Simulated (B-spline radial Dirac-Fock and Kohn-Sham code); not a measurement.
The ion Br⁻, configuration [Kr], inside a Watson sphere of charge +1 and radius 2.352 Å that stands in for a crystal. Level of theory: Dirac–Fock ΔSCF (average of configuration, Fermi nucleus, Breit and QED terms, no correlation); calculated with a B-spline radial atomic code.

A figure with this caption is to be made: «Bars give the relaxation, Breit and QED contributions (eV) to the binding energies of the deepest subshells, counted from the Koopmans value.» What will it show?

For 1s (bound by 13.477 keV) relaxation contributes −55.0 eV, the Breit interaction −20.1 eV and QED −9.83 eV, so relaxation is the largest correction there. For 3p1/2 the three are −10.0 eV, −0.29 eV and 0.022 eV. Relaxation is largest in size for 1s.

The computed plot:

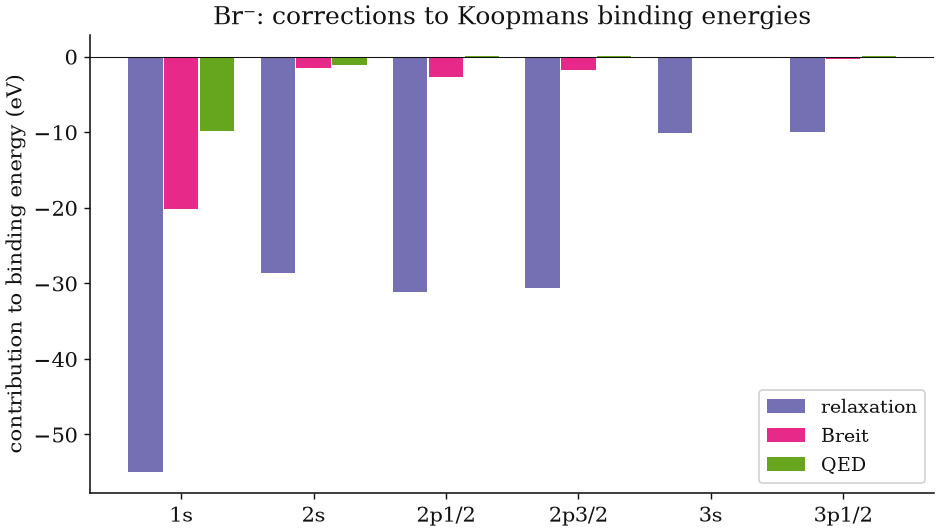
